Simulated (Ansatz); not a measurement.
# C2H4F: a nudged elastic band, and a look at its input

Aim: a nudged elastic band from the structure below. Read the input with care, then see what the program makes of it. The step meant is a radical addition at charge 0 and multiplicity 2, which changes C1–H4.

Method: PBE0-D4/def2-SVP; program: Ansatz 0.2.0, Gaussian basis.

## 1. The structure

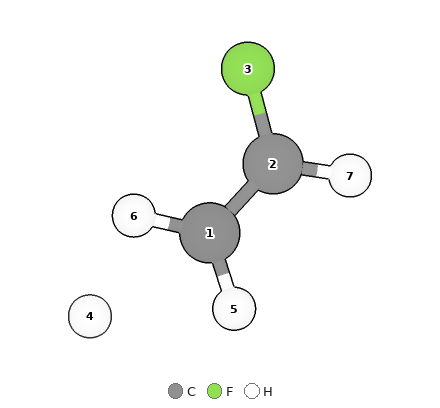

The start (carbon grey, fluorine green, hydrogen white).

```
C     0.25955   -0.49813    0.29044
C     0.05505   -0.18667   -0.97228
F     0.89812    0.58587   -1.66351
H    -1.09653    1.87348    2.28876
H    -0.45568   -1.12694    0.80178
H     1.12672   -0.13903    0.82918
H    -0.78733   -0.50857   -1.57448
```

## 2. The run

The input, run/in.yaml:

```yaml
crystal:
  periodic: [false, false, false]
  atoms:
    - {symbol: C, position_ang: [0.259548, -0.498135, 0.290443]}
    - {symbol: C, position_ang: [0.055049, -0.186670, -0.972277]}
    - {symbol: F, position_ang: [0.898121, 0.585870, -1.663506]}
    - {symbol: H, position_ang: [-1.096532, 1.873475, 2.288764]}
    - {symbol: H, position_ang: [-0.455677, -1.126944, 0.801775]}
    - {symbol: H, position_ang: [1.126722, -0.139028, 0.829183]}
    - {symbol: H, position_ang: [-0.787330, -0.508568, -1.574482]}
basis:
  gaussian: {orbitals: def2-SVP}
magnetization: {spin_polarized: true, initial_magnetization: 1}
hamiltonian: {xc: pbe0, dispersion: d4}
neb:
  images: 5
  climbing: true
  max_iterations: 30
  initial_path: idpp
  final_atoms:
    - {symbol: C, position_ang: [0.021860, -0.078994, 0.634100]}
    - {symbol: C, position_ang: [0.005175, -0.110534, -0.836445]}
    - {symbol: F, position_ang: [0.745122, 0.829329, -1.447151]}
    - {symbol: H, position_ang: [-0.432259, 0.840209, 1.032953]}
    - {symbol: H, position_ang: [-0.537469, -0.928782, 1.028870]}
    - {symbol: H, position_ang: [1.045573, -0.128754, 1.016399]}
```

Command:

```console
$ ansatz run in.yaml --threads 2 --pin off --events-out ev --progress --plain --max-ram 4352MiB
```

Q: Predict the outcome of this session. Wanted: this run.

As calculated:

| quantity | value |
| --- | --- |
| this run | refused |
| fault | end lacks an atom |

What this shows: The final structure lists one atom fewer than the first.
